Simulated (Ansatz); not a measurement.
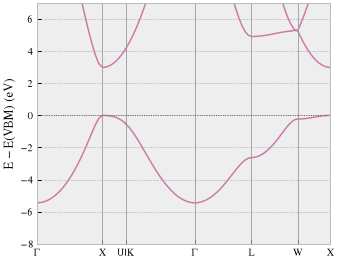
Figure. Band structure from plane-wave PAW PBE (Ansatz code)

Q: Read off the gap and where the band edges lie.

A: About 3.0 eV (2.98 eV by a search for the band edges); maximum at X, minimum at X.

The material is LiH (rock salt, Fm-3m).

Symmetry was held in the PBE relaxation.

Potentials: the later of the program's two PAW sets.
